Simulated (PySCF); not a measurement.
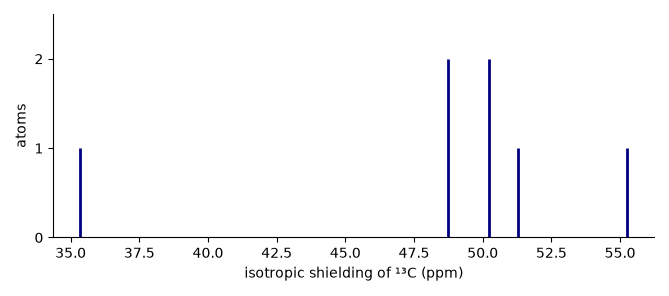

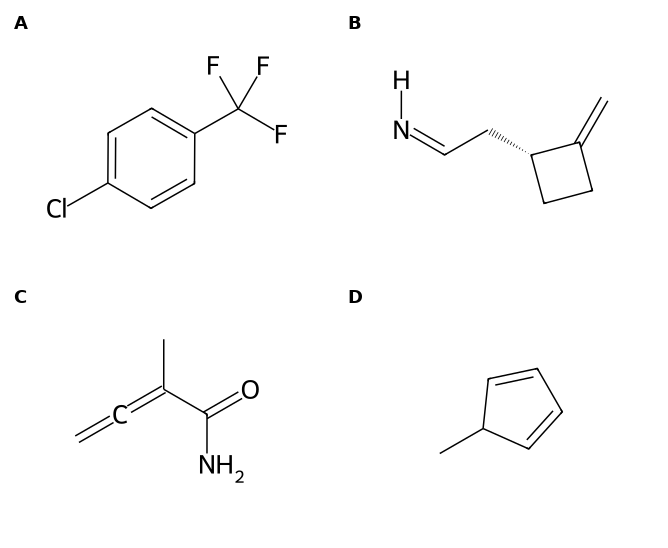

The sticks are computed shieldings of one of the molecules, for one fixed geometry (PBE0-D3(BJ)/def2-SVP) without averaging over rotations. Low shielding means a high chemical shift. Method: GIAO PBE0/pcSseg-1 NMR shielding, non-relativistic, IEF-PCM acetonitrile (PySCF 2.14.0).

> Which molecule gives this pattern?

A, `FC(F)(F)c1ccc(Cl)cc1`. Its 7 C atoms give lines at 35.4, 48.7 (2 atoms), 50.2 (2 atoms), 51.3, 55.3 ppm.
